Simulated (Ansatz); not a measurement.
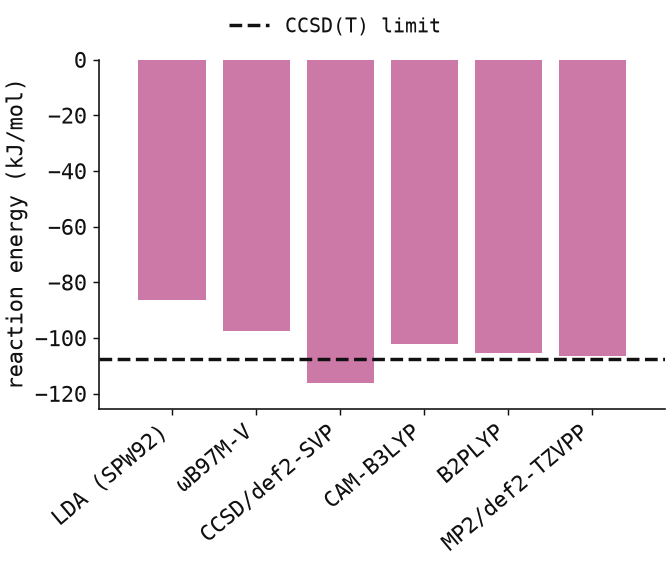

Electronic reaction energy of CH₄FIn (F[CH2][InH2]) + SiH₄O (O[SiH3]) → InSiH₅O ([SiH3][O][InH2]) + CH₃F (CF) (SMILES in brackets) at several levels (functionals in def2-TZVPP unless a basis is named), isolated molecules at PBE0-D4 triple-zeta geometries, minima by their frequencies, no zero-point or thermal terms, the Ansatz code. The line is frozen-core CCSD(T) at the basis limit (MP2 extrapolated from triple and quadruple zeta, plus CCSD(T) less MP2 in a smaller set). B2PLYP holds a correlation term that converges slowly with the basis, so part of the distance to the limit is basis error. No dispersion term is added to CAM-B3LYP and B2PLYP. The distance of CCSD/def2-SVP and MP2/def2-TZVPP to the limit includes basis error. Core potentials past Kr.

### What do zero-point energy and temperature add?

Zero-point change 4.2 kJ/mol; at 298.15 K and 1 bar the CCSD(T) limit plus thermal terms gives an enthalpy of reaction of −103.0 and a free energy of −101.7 kJ/mol (harmonic PBE0-D4 modes, ideal gas).

### Give the values.

| level | kJ/mol | less CCSD(T) limit |
| --- | --- | --- |
| LDA (SPW92) | −86.3 | 21.2 |
| ωB97M-V | −97.6 | 9.9 |
| CCSD/def2-SVP | −116.2 | −8.7 |
| CAM-B3LYP | −102.0 | 5.5 |
| B2PLYP | −105.4 | 2.1 |
| MP2/def2-TZVPP | −106.6 | 0.9 |
| CCSD(T) limit | −107.5 | 0.0 |

Note: outer-core shells are correlated without core-valence functions, which makes the correlated values less sure; spin-orbit coupling is left out, and with In it can shift these values.
